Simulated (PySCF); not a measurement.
# CH2BNO2 (SMILES N#COBO): a chain of runs

Aim: a geometry optimisation (HF/pcseg-0), then the harmonic vibrations, then a single-point energy (NEVPT2(6,6)/6-31+G**), then the vertical excitations (EOM-CCSD/6-311G) of CH2BNO2. Input form: a Python script.

The calculation is run with PySCF 2.14.0.

## 1. Starting point

CH2BNO2: 7 atoms, total charge 0, spin state singlet. SMILES: `N#COBO`. Geometry: a rough force-field guess. This is one conformer, not always the lowest. The run starts from this shape.

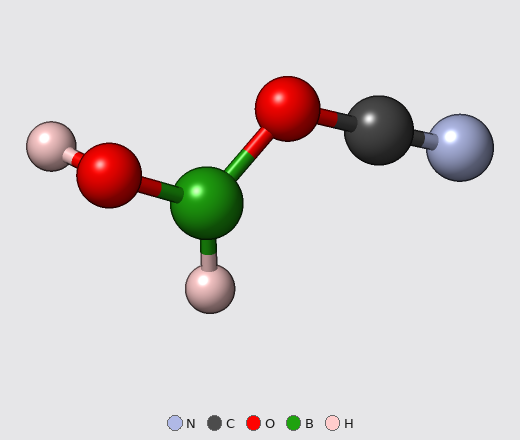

The structure, seen from a chosen angle (nitrogen light blue, carbon dark grey, oxygen red, boron green, hydrogen pink).

## 2. A structure relaxation at HF/pcseg-0 (run 1)

Input file run.py:

```python
from pyscf import gto, scf
from pyscf.geomopt.geometric_solver import kernel as optimise

mol = gto.M(
    atom=[
    ('N', (0.670200, -2.120700, 1.951800)),
    ('C', (0.321400, -1.540000, 0.958700)),
    ('O', (-0.058100, -0.900400, -0.212400)),
    ('B', (0.159600, 0.583900, -0.316800)),
    ('O', (-0.288500, 1.228500, -1.576100)),
    ('H', (0.482300, 1.233600, 0.594500)),
    ('H', (-1.225700, 1.447000, -1.445500)),
],
    max_memory=1860,
    verbose=3,
    basis='pcseg-0',
)

calc0 = scf.RHF(mol)
converged, mol_eq = optimise(calc0, maxsteps=100)
print('converged:', converged)
print(mol_eq.tostring())

calc0.reset(mol_eq)
mol = mol_eq
calc0.kernel()
e_final = calc0.e_tot
print('Final energy', e_final)
```

The run is started by

```sh
$ OMP_NUM_THREADS=1 python run.py
```

What it wrote:

```text
maxiter                   100
[... 52 lines left out ...]
WARN: Mole.unit (angstrom) is changed to Bohr
[... 51 lines left out ...]
converged SCF energy = -267.152823314937
[... 99 lines left out ...]
converged SCF energy = -267.160916693159
[... 100 lines left out ...]
converged SCF energy = -267.170742041586
[... 99 lines left out ...]
converged SCF energy = -267.173429012901
[... 88 lines left out ...]
Converged! =D
[... 1 line left out ...]
converged: True
N           0.60693138       -2.26163056        1.68368708
C           0.25648945       -1.49918105        0.91043179
O          -0.14861201       -0.63720768        0.02455137
B           0.11237175        0.75742743       -0.16557929
O          -0.49881641        1.35483348       -1.22694321
H           0.81857810        1.34203963        0.56351624
H          -1.08574225        0.87561874       -1.83546397
converged SCF energy = -267.173443191805
Final energy -267.17344319180467
```

Run time: 11 s. Hardware: 1 thread of Arm Neoverse V2, shared host; peak memory 0.14 GiB.

Steps, from the record of the run:

```
step  energy from the first frame kept (eV)  largest force (eV/Å)
   0                                 0.0000                7.0587
   1                                -0.7993                1.5831
   2                                -0.8408                1.6538
   3                                -0.9502                0.7709
   4                                -1.0050                0.3912
   5                                -1.0198                0.4452
   6                                -1.0611                1.0696
   7                                -1.0730                1.5963
   8                                -1.1691                0.9456
   9                                -0.7399                2.9000
  10                                -1.3284                1.0195
  11                                -1.3642                0.7522
  12                                -1.3891                0.4510
  13                                -1.3995                0.1474
  14                                -1.4015                0.0567
  15                                -1.4019                0.0233
  16                                -1.4019                0.0096
  17                                -1.4019                0.0027
```

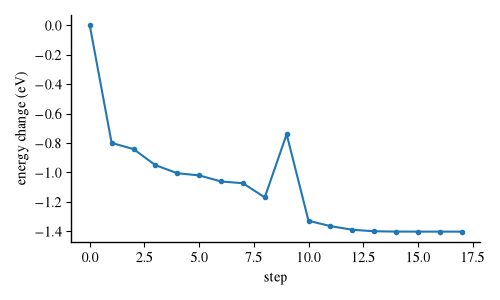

Energy along the run.

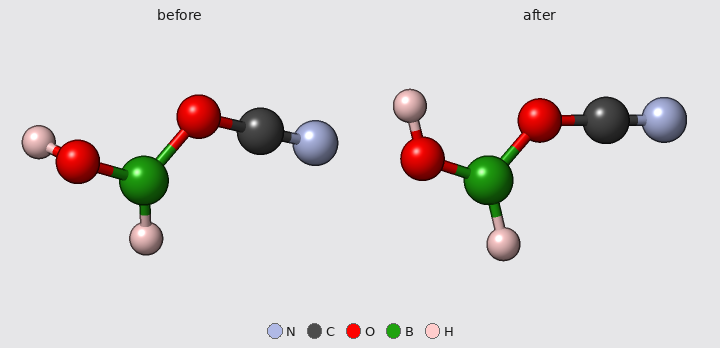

Before and after, at one scale.

After the run. Bond lengths: N1–C2 1.141 Å, C2–O3 1.301 Å, O3–B4 1.432 Å, B4–O5 1.363 Å, B4–H6 1.171 Å, O5–H7 0.972 Å. Angles: N1–C2–O3 179.6°, C2–O3–B4 132.8°, O3–B4–O5 116.7°, O3–B4–H6 120.9°, O5–B4–H6 122.4°, B4–O5–H7 122.8°.

## 3. The harmonic vibrations at HF/pcseg-0 (run 2)

Input file input.py:

```python
import numpy
from pyscf import gto, symm
from pyscf.hessian import thermo

mol = gto.M(
    atom=[
    ('N', (0.576317, -1.869513, 1.511360)),
    ('C', (0.225875, -1.107063, 0.738105)),
    ('O', (-0.179226, -0.245090, -0.147776)),
    ('B', (0.081758, 1.149545, -0.337906)),
    ('O', (-0.529430, 1.746951, -1.399270)),
    ('H', (0.787964, 1.734158, 0.391189)),
    ('H', (-1.116356, 1.267737, -2.007791)),
],
    basis='pcseg-0',
    max_memory=1860,
    verbose=3,
)

hf = mol.RHF()
hf.kernel()

e_final = hf.e_tot
print(f'total energy: {e_final:.8f} hartree')
hess = hf.Hessian().kernel()
modes = thermo.harmonic_analysis(mol, hess)
print('frequencies (1/cm)', numpy.round(modes['freq_wavenumber'], 1))
symm.geom.TOLERANCE = 1e-3  # for the symmetry number
th = thermo.thermo(hf, modes['freq_au'], 500, 101325)
thermo.dump_thermo(mol, th)
```

The run is started by

```sh
$ OMP_NUM_THREADS=1 python input.py
```

What it wrote:

```text
converged SCF energy = -267.173443191825
total energy: -267.17344319 hartree
frequencies (1/cm) [ 119.8  160.   424.   531.7  561.   663.4  873.1  994.  1059.9 1209.9
 1325.5 1484.6 2581.5 2946.8 3852.3]
temperature 500.0000 [K]
pressure 101325.00 [Pa]
Rotational constants [GHz] 55.51708 2.39312 2.29423
Symmetry number 1
Zero-point energy (ZPE) 0.04280 [Eh]   112374.599 [J/mol]
                           tot       elec      trans        rot        vib
Entropy [J/mol/K]       344.384      0.000    172.628    108.832     62.924
Cv [J/mol/K]             90.616      0.000     12.472     12.472     65.673
Cp [J/mol/K]             98.931      0.000     20.786     12.472     65.673
Internal energy [J/mol]                      6235.845   6235.845 129429.202
Internal energy [Eh]   -267.11940  -267.17344
Enthalpy [J/mol]                            10393.075   6235.845 129429.202
Enthalpy [Eh]          -267.11781
Gibbs free energy [J/mol]                  -75920.692 -48180.222  97967.085
Gibbs free energy [Eh] -267.18340
```

Run time: 4.8 s. Hardware: 1 thread of Arm Neoverse V2, shared host; peak memory 0.12 GiB.

## 4. The energy at NEVPT2(6,6)/6-31+G(d,p) (spherical functions) (run 3)

Input file run.py:

```python
import numpy
from pyscf import gto, scf, mp, mcscf, mrpt

mol = gto.Mole()
mol.atom = [
    ('N', (0.606931, -2.261631, 1.683687)),
    ('C', (0.256489, -1.499181, 0.910432)),
    ('O', (-0.148612, -0.637208, 0.024551)),
    ('B', (0.112372, 0.757427, -0.165579)),
    ('O', (-0.498816, 1.354833, -1.226943)),
    ('H', (0.818578, 1.342040, 0.563516)),
    ('H', (-1.085742, 0.875619, -1.835464)),
]
mol.basis = '6-31+g**'
mol.verbose = 4
mol.max_memory = 1860
mol.build()

hf = scf.RHF(mol)
hf.kernel()

pt = mp.MP2(scf.addons.convert_to_uhf(hf)).run()
noons, natorbs = mcscf.addons.make_natural_orbitals(pt)
print('natural occupations', numpy.round(noons[:40], 4))
cas = mcscf.CASSCF(hf, 6, 6)
cas.fix_spin_(ss=0.0)
cas.natorb = True
cas.kernel(natorbs)
e_pt2 = mrpt.NEVPT(cas).kernel()
etot = cas.e_tot + e_pt2
print(f'total energy: {etot:.8f} hartree')
dip = hf.dip_moment()
pop, q = hf.mulliken_pop()
```

The run is started by

```sh
$ OMP_NUM_THREADS=1 python run.py
```

What it wrote:

```text
PySCF version 2.14.0

[... 65 lines left out ...]
converged SCF energy = -267.968596734946
[... 73 lines left out ...]
1-step CASSCF converged in  12 macro (199 JK  42 micro) steps
[... 118 lines left out ...]
CASSCF energy = -268.084695286899
[... 130 lines left out ...]
Nevpt2 Energy = -0.586196164900997
[... 1 line left out ...]
Dipole moment(X, Y, Z, Debye): -1.33476,  2.40324, -2.74817
[... 108 lines left out ...]
charge of    6H =      0.41047
```

Run time: 39 s. Hardware: 1 thread of Arm Neoverse V2, shared host; peak memory 0.35 GiB.

## 5. The vertical excitations at EOM-CCSD/6-311G (Cartesian functions, root kind ee, spin of roots triplet) (run 4)

Input file run.py:

```python
import numpy
from pyscf import gto, cc

mol = gto.Mole()
mol.atom = '''
N      0.606931    -2.261631     1.683687
C      0.256489    -1.499181     0.910432
O     -0.148612    -0.637208     0.024551
B      0.112372     0.757427    -0.165579
O     -0.498816     1.354833    -1.226943
H      0.818578     1.342040     0.563516
H     -1.085742     0.875619    -1.835464
'''
mol.cart = True
mol.max_memory = 1860
mol.spin = 0
mol.verbose = 4
mol.basis = '6-311g'
mol.build()

myscf = mol.RHF()
myscf.kernel()

mycc = cc.CCSD(myscf, frozen=5)
mycc.kernel()
e_tot = mycc.e_tot
print('Final energy', e_tot)

e, vec = mycc.eomee_ccsd_triplet(nroots=5)
roots = numpy.atleast_1d(e) * 27.211386
print('EOM-EE-CCSD roots (eV)')
for i, w in enumerate(roots, 1):
    print('%3d %10.4f' % (i, w))
```

The run is started by

```sh
$ OMP_NUM_THREADS=1 python run.py
```

What it wrote:

```text
PySCF version 2.14.0

[... 66 lines left out ...]
converged SCF energy = -267.901952454583
[... 12 lines left out ...]
Init t2, MP2 energy = -268.435924763075  E_corr(MP2) -0.533972308492849
[... 12 lines left out ...]
CCSD converged
[... 1 line left out ...]
Final energy -268.4393270038478
[... 1 line left out ...]
******** <class 'pyscf.cc.eom_rccsd.EOMEETriplet'> ********
max_space = 20
max_cycle = 50
conv_tol = 1e-07
partition = None
EOM-CCSD root 0 E = 0.260976572617318  qpwt = 0.972011  conv = True
EOM-CCSD root 1 E = 0.2877004011647403  qpwt = 0.943472  conv = True
EOM-CCSD root 2 E = 0.2996324764542949  qpwt = 0.943682  conv = True
EOM-CCSD root 3 E = 0.3120501277905239  qpwt = 0.944404  conv = True
EOM-CCSD root 4 E = 0.3136603929102939  qpwt = 0.963185  conv = True
EOM-EE-CCSD roots (eV)
  1     7.1015
  2     7.8287
  3     8.1534
  4     8.4913
  5     8.5351
```

It took 2.6 min on 1 thread of Arm Neoverse V2, shared host; peak memory 0.53 GiB.

The roots found:

```
excited state  energy (eV)
            1        7.102
            2        7.829
            3        8.153
            4        8.491
            5        8.535
```

## 6. Summary of results

| quantity | value |
| --- | --- |
| run 1, HF/pcseg-0: total energy at the end | -267.17344 Eh |
| run 1, HF/pcseg-0: dipole moment | 3.57 D |
| run 1, HF/pcseg-0: HOMO energy | -12.77 eV |
| run 1, HF/pcseg-0: LUMO energy | 3.44 eV |
| run 1, HF/pcseg-0: HOMO–LUMO gap | 16.21 eV |
| run 2, HF/pcseg-0: lowest harmonic wavenumber | 120 cm⁻¹ |
| run 2, HF/pcseg-0: highest harmonic wavenumber | 3852 cm⁻¹ |
| run 2, HF/pcseg-0: zero-point energy | 112.4 kJ/mol |
| run 2, HF/pcseg-0: ideal-gas entropy at 500 K (symmetry number 1 as used) | 82.3 cal/(mol K) |
| run 3, NEVPT2(6,6)/6-31+G**: total energy | -268.67089 Eh |
| run 3, NEVPT2(6,6)/6-31+G**: dipole moment (Hartree–Fock density) | 3.89 D |
| run 3, NEVPT2(6,6)/6-31+G**: HOMO energy (Hartree–Fock orbitals) | -12.57 eV |
| run 3, NEVPT2(6,6)/6-31+G**: LUMO energy (Hartree–Fock orbitals) | 1.14 eV |
| run 3, NEVPT2(6,6)/6-31+G**: HOMO–LUMO gap (Hartree–Fock orbitals) | 13.70 eV |
| run 4, EOM-CCSD/6-311G: ground-state or mean-field energy | -268.43933 Eh |
| run 4, EOM-CCSD/6-311G: dipole moment (Hartree–Fock density) | 3.35 D |
| run 4, EOM-CCSD/6-311G: HOMO energy (Hartree–Fock orbitals) | -12.69 eV |
| run 4, EOM-CCSD/6-311G: LUMO energy (Hartree–Fock orbitals) | 3.13 eV |
| run 4, EOM-CCSD/6-311G: HOMO–LUMO gap (Hartree–Fock orbitals) | 15.81 eV |
| run 4, EOM-CCSD/6-311G: correlation energy (5 core orbitals frozen) | -537.4 mEh |
| run 4, EOM-CCSD/6-311G: T1 diagnostic | 0.016 |
| run 4, EOM-CCSD/6-311G: lowest triplet excitation energy | 7.10 eV |

The optimisation (run 1, HF/pcseg-0) took 17 steps and changed the energy by -1.402 eV. All 15 modes (run 2, HF/pcseg-0) are real, so the shape is a minimum at this level. The basis has no diffuse functions, so Rydberg states are missing or pushed up, and the true lowest state may lie lower. Mulliken charges (run 4, EOM-CCSD/6-311G) of the mean-field density run from -0.78 on O5 to +0.84 on B4.
